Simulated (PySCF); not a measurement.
Molecule: SMILES [I][Ge]([I])[I] (GeI3), doublet. Atoms near the plane z = 1.0 Å, at the B3LYP/def2-SVP optimised geometry (x, y, z in Å): I1 (-1.7, 1.2, 0.0), Ge2 (-0.8, -1.2, 0.0), I3 (-1.7, -2.5, 2.0), I4 (1.7, -1.2, 0.0).

Method: unrestricted B3LYP/def2-TZVP, def2 effective core potentials past Kr in PySCF. The core electrons that the potentials of I replace are not part of the density. The values are rescaled to run from 0 to 1.

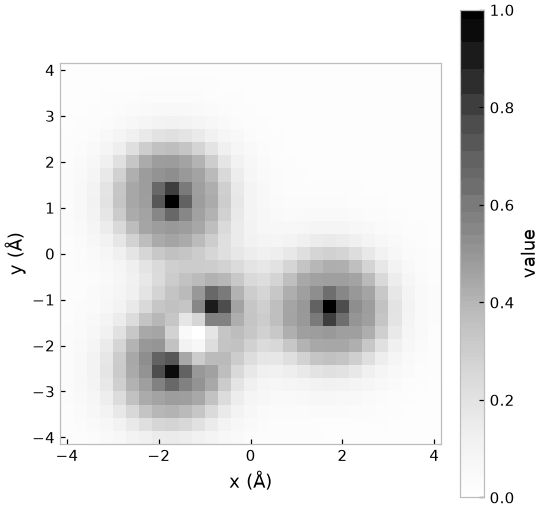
Figure: a field on the plane z = 1.0 Å.

Question: Which quantity is mapped?
(A) spin density
(B) electrostatic potential
(C) Laplacian of the electron density
(D) deformation density (molecule minus spherical neutral atoms)

Answer: C, Laplacian of the electron density. In full: Laplacian of the electron density (e/bohr⁵).
